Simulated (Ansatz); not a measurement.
System: rock-salt BaS. Method: r²SCAN (PAW; Ansatz, an electronic-structure program).

Numerical settings: plane-wave cutoff 560 eV, 10×10×10 k mesh, Fermi–Dirac smearing 0.01 eV, scalar-relativistic PAW data made under PBE.

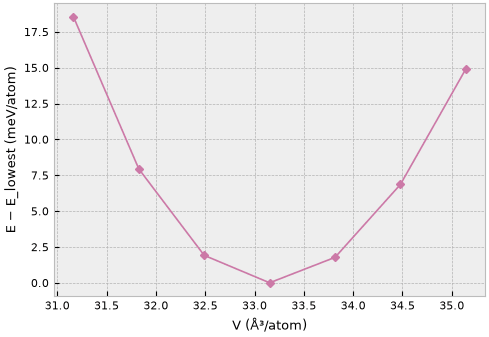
Figure: Total energy against volume

Question: From the curve, estimate the equilibrium volume and the bulk modulus.

Answer: V0 ≈ 33.2 Å³/atom and B0 ≈ 45 GPa; the fit gives V0 = 33.154 Å³/atom, B0 = 44.5 GPa, B′ = 4.4.

Measured, for comparison: equilibrium volume per atom 32.60 Å³/atom (room temperature, not corrected to a static lattice; as tabulated in Lucero et al. (2012), arXiv:1111.4515). Computed (rounded) less measured: equilibrium volume per atom +1.7 %.

Spin–orbit coupling is not included.
